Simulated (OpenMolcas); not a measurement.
# Multiconfigurational calculation for Nb⁴⁺ complex

- system: Nb⁴⁺ with 6 ligands (Cl; octahedron, 2.503 Å), embedded in Cs2NaYCl6 by model potentials and point charges, whose field is part of the energies.
- method: state-averaged CASSCF, active space 1 electron in the shell 4d, basis ANO-RCC-VTZP on the metal and ANO-RCC-VDZP on the ligands, DKH2 scalar Hamiltonian, spin-orbit coupling by RASSI with atomic mean-field integrals (OpenMolcas)

**Results in brief**

- outcome: converged
- energy of the lowest spin-free term: −6583.42854 hartree
- energy of the lowest spin-orbit level: −6583.42999 hartree
- largest spread among components of a term: 0.0 cm⁻¹
- hardware: 1 thread of Intel Xeon @ 2.50GHz (Skylake/Cascade Lake), 16 GiB of memory available, shared host
- wall time: 36 s
- peak memory: 0.4 GiB

**Notes**

Caveats: covalent bonds, ligand orbitals missing from the active space; the geometry is set by hand, with no relaxation.

**The input**
```
&GATEWAY
Basis set
Nb.ANO-RCC-VTZP.
Nb1 0.0 0.0 0.0 Angstrom
End of basis
Basis set
Cl.ANO-RCC-VDZP.
L1 2.503000 0.000000 0.000000 Angstrom
L2 0.000000 2.503000 0.000000 Angstrom
L3 0.000000 0.000000 2.503000 Angstrom
End of basis
Basis set
Na.EMB-AIMP.Al-Abdalla.7s4p.1s1p.ECP.Cs2NaYCl6.
PseudoCharge
* 3 symmetry-unique lattice sites within 7.6 angstrom
End of basis
Basis set
Cs.EMB-AIMP.Al-Abdalla.0s.0s.ECP.Cs2NaYCl6.
PseudoCharge
* 4 symmetry-unique lattice sites within 7.6 angstrom
End of basis
Basis set
Cl.EMB-AIMP.Al-Abdalla.0s.0s.ECP.Cs2NaYCl6.
PseudoCharge
* 12 symmetry-unique lattice sites within 7.6 angstrom
End of basis
Basis set
Y.EMB-AIMP.Al-Abdalla.0s.0s.ECP.Cs2NaYCl6.
PseudoCharge
* 6 symmetry-unique lattice sites within 7.6 angstrom
End of basis
Symmetry
XYZ
AngMom=0.0 0.0 0.0
AMFI
RICD
XField
1564 Angstrom 0
* Evjen-weighted lattice charges
&SEWARD
&RASSCF
FileOrb=start.orb
Symmetry=1
Spin=2
nActEl=1 0 0
Inactive=36 36
Ras2=5 0
CIRoot=5 5 1
SDav=5
CIMx=300
Iter=150 100
PrWF=0.3
OrbListing=Nothing
MaxOrb=0
LevShft=1.0
>>> COPY $Project.JobIph JOB001
&RASSI
NrOfJobIphs=1 5
1 2 3 4 5
IphNames
JOB001
EJob
SpinOrbit
DIPRint=1.0
SOCoupling=1000.0
Subsets=2
Property=9
'ANGMOM' 1 'ANGMOM' 2 'ANGMOM' 3 'MLTPL  1' 1 'MLTPL  1' 2 'MLTPL  1' 3
'AMFI' 1 'AMFI' 2 'AMFI' 3
SOProperty=3
'ANGMOM' 1 'ANGMOM' 2 'ANGMOM' 3
```

The file start.orb holds starting orbitals from an earlier step. A driver script formed the levels outside the program, from RASSI's spin-orbit matrix and the active-space energies, averaged over the components of each term or state.

Launched with:
```bash
OMP_NUM_THREADS=1 MOLCAS_MEM=2457 MOLCAS_PROJECT=a pymolcas a.inp > a.log  # once for each step of the input, in one work folder
```

**The program's output (extracts)**
```
--- SEWARD ---
Basis set label: NB.ANO-RCC...7S6P4D2F1G.

      Electronic valence basis set:
      ------------------
      Associated Effective Charge  41.000000 au
      Associated Actual Charge     41.000000 au
      Nuclear Model: Point charge

      Shell  nPrim  nBasis  Cartesian Spherical Contaminant
         s      21       7        X
         p      18       6        X
         d      13       4                 X
         f       6       2                 X
         g       4       1                 X
                  Relativistic Douglas-Kroll-Hess integrals:
                    - DKH order of Hamiltonian: 2
                    - DKH order of Properties : 0
                  Atomic mean-field integrals
--- RASSCF ---
Wave function specifications:
      -----------------------------

      Number of closed shell electrons         144
      Number of electrons in active shells       1
      Max number of holes in RAS1 space          0
      Max nr of electrons in RAS3 space          0
      Number of inactive orbitals               72
      Number of active orbitals                  5
      Number of secondary orbitals             123
      Spin quantum number                      0.5
      State symmetry                             1
Orbital specifications:
      -----------------------

      Symmetry species                           1   2
                                                ag  au
      Frozen orbitals                            0   0
      Inactive orbitals                         36  36
      Active orbitals                            5   0
      RAS1 orbitals                              0   0
      RAS2 orbitals                              5   0
      RAS3 orbitals                              0   0
      Secondary orbitals                        61  62
      Deleted orbitals                           0   0
      Number of basis functions                102  98
      Number of CSFs                             5
      Number of root(s) required                 5
      Iter CI   SX   CI       RASSCF       Energy    max ROT     max BLB   max BLB  Level Ln srch  Step   QN
          iter iter root      energy       change     param      element    value   shift minimum  type update
 Nr of preliminary CI iterations:   1
      Total energies have been shifted. Add                -6000.00 au
        1   1   11    0  -582.34634468    0.00E+00  -1.13E-01*  36  39 1  2.78E-01*  1.06   0.00    SX    NO
        2   1   11    0  -583.06402185   -7.18E-01* -9.25E-02   36  39 1  2.19E-01*  0.84   0.00    SX    NO
        3   1   11    0  -583.30334675   -2.39E-01* -5.95E-02   36  39 1  1.28E-01*  0.66   0.00    SX    NO
        4   1   11    0  -583.36556752   -6.22E-02* -2.66E-02   36  39 1  6.05E-02*  0.70   0.00    SX    NO
        5   1   11    0  -583.38178819   -1.62E-02* -2.91E-02   36  39 1  3.55E-02*  0.71   2.31    LS   YES
        6   1   11    0  -583.38938884   -7.60E-03*  1.28E-02   14  54 2  7.88E-03*  0.72   1.20    QN   YES
        7   1   10    0  -583.39060510   -1.22E-03*  6.17E-03   14  42 1 -3.71E-03*  0.71   1.50    LS   YES
        8   1   10    0  -583.39075579   -1.51E-04*  1.34E-03   30  39 1  2.95E-03*  0.71   1.03    QN   YES
        9   1    9    0  -583.39087552   -1.20E-04*  6.74E-04   14  42 1 -1.43E-03*  0.71   1.51    LS   YES
       10   1    9    0  -583.39089073   -1.52E-05* -4.77E-04    9  63 1 -9.52E-04*  0.71   1.01    QN   YES
       11   1    8    0  -583.39089882   -8.09E-06* -3.33E-04   14  42 1 -4.57E-04*  0.71   1.70    LS   YES
       12   1    8    0  -583.39090048   -1.66E-06* -1.20E-04   35  84 2  3.04E-04*  0.71   1.01    QN   YES
       13   1    7    0  -583.39090122   -7.42E-07* -9.80E-05   16  37 1  1.24E-04*  0.71   1.82    LS   YES
       14   1    7    0  -583.39090141   -1.89E-07* -5.26E-05   36  39 1  1.09E-04*  0.71   0.99    QN   YES
       15   1    6    0  -583.39090150   -9.55E-08* -5.19E-05   36  39 1  5.47E-05   0.71   1.99    LS   YES
       16   1    7    0  -583.39090154   -3.20E-08* -3.62E-05   18  40 1  4.46E-05   0.71   1.02    QN   YES
       17   1    6    0  -583.39090156   -1.92E-08* -3.10E-05   36  46 2  2.18E-05   0.71   1.79    QN   YES
       18   1    5    0  -583.39090156   -8.97E-09   7.10E-06   36  46 2  1.48E-05   0.71   1.22    QN   YES
      Convergence after 18 iterations
       19   1    5    0  -583.39090157   -1.01E-09   7.10E-06   36  46 2  6.54E-06   0.71   1.22    QN   YES
      Natural orbitals and occupation numbers for root  1
      sym 1:   0.000000   0.000000   0.000000   1.000000   0.000000
      Natural orbitals and occupation numbers for root  2
      sym 1:   0.000000   1.000000   0.000000   0.000000  -0.000000
      Natural orbitals and occupation numbers for root  3
      sym 1:   1.000000   0.000000   0.000000   0.000000  -0.000000
::    RASSCF root number  1 Total energy:  -6583.42853559
::    RASSCF root number  2 Total energy:  -6583.42853559
::    RASSCF root number  3 Total energy:  -6583.42853559
::    RASSCF root number  4 Total energy:  -6583.33445052
::    RASSCF root number  5 Total energy:  -6583.33445052
--- RASSI ---
SPIN-FREE ENERGIES:
  (Shifted by EMIN (a.u.) =      -6583.4285355945)

 SF State       Relative EMIN(au)   Rel lowest level(eV)    D:o, cm**(-1)

     1             0.0000000000        0.0000000000              0.0000
     2             0.0000000000        0.0000000000              0.0000
     3             0.0000000000        0.0000000000              0.0000
     4             0.0940850733        2.5601852693          20649.2868
     5             0.0940850733        2.5601852693          20649.2868
     Dipole printing threshold changed to   1.00000000E+00
Eigenvalues of complex Hamiltonian:
   -----------------------------------
  (Shifted by EMIN (a.u.) =      -6583.4285355945)

 SO State       Relative EMIN(au)   Rel lowest level(eV)    D:o, cm**(-1)

     1            -0.0014494719        0.0000000001              0.0000
     2            -0.0014494719        0.0000000001              0.0000
     3            -0.0014494720        0.0000000000              0.0000
     4            -0.0014494720        0.0000000000              0.0000
     5             0.0027115773        0.1132279193            913.2448
     6             0.0027115773        0.1132279193            913.2448
     7             0.0941787566        2.6021766624          20987.9702
     8             0.0941787566        2.6021766624          20987.9702
     9             0.0941787566        2.6021766625          20987.9702
    10             0.0941787566        2.6021766625          20987.9702
Weights of the five most important spin-orbit-free states for each spin-orbit state.

 SO State  Total energy (au)           Spin-free states, spin, and weights
 -------------------------------------------------------------------------------------------------------
    1        -0.001449       3 0.5  0.6660    2 0.5  0.1665    1 0.5  0.1665    5 0.5  0.0010    4 0.5  0.0000
    2        -0.001449       3 0.5  0.6660    2 0.5  0.1665    1 0.5  0.1665    5 0.5  0.0010    4 0.5  0.0000
    3        -0.001449       1 0.5  0.4995    2 0.5  0.4995    4 0.5  0.0010    5 0.5  0.0000    3 0.5  0.0000
    4        -0.001449       1 0.5  0.4995    2 0.5  0.4995    4 0.5  0.0010    5 0.5  0.0000    3 0.5  0.0000
    5         0.002712       3 0.5  0.3333    1 0.5  0.3333    2 0.5  0.3333    5 0.5  0.0000    4 0.5  0.0000
    6         0.002712       3 0.5  0.3333    1 0.5  0.3333    2 0.5  0.3333    5 0.5  0.0000    4 0.5  0.0000
    7         0.094179       5 0.5  0.9990    3 0.5  0.0007    2 0.5  0.0002    1 0.5  0.0002    4 0.5  0.0000
    8         0.094179       5 0.5  0.9990    3 0.5  0.0007    2 0.5  0.0002    1 0.5  0.0002    4 0.5  0.0000
    9         0.094179       4 0.5  0.9990    1 0.5  0.0005    2 0.5  0.0005    3 0.5  0.0000    5 0.5  0.0000
   10         0.094179       4 0.5  0.9990    1 0.5  0.0005    2 0.5  0.0005    3 0.5  0.0000    5 0.5  0.0000
 -------------------------------------------------------------------------------------------------------
```

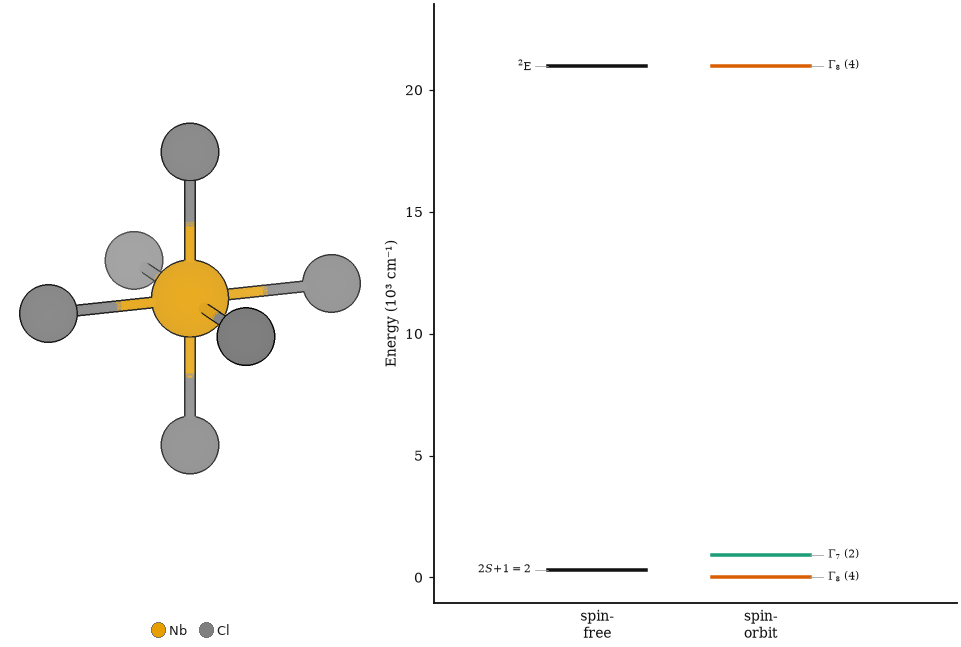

**Figure 1.** Nb⁴⁺ (4d) as a dopant in Cs₂NaYCl₆, a cluster with its 6 nearest Cl⁻ at 2.503 Å (octahedron) embedded in model potentials and point charges; the geometry was set, not optimised, and its levels. Labels give the representation in O, Td, D4 or D3 as the site allows (double group for half-integer spin) where it could be assigned and, in brackets, the degeneracy; spin-free states, where drawn, share the zero of the spin-orbit levels. The ground level is Γ₈, 4-fold degenerate, 100 % from states of spin multiplicity 2. The next level lies at 913 cm⁻¹ (Γ₇). A ligand-field fit to the spin-free states gives |10Dq| = 20,600 cm⁻¹. The active orbitals hold 74 to 90 % metal character (Löwdin), and the Mulliken charge of the metal is +1.75.
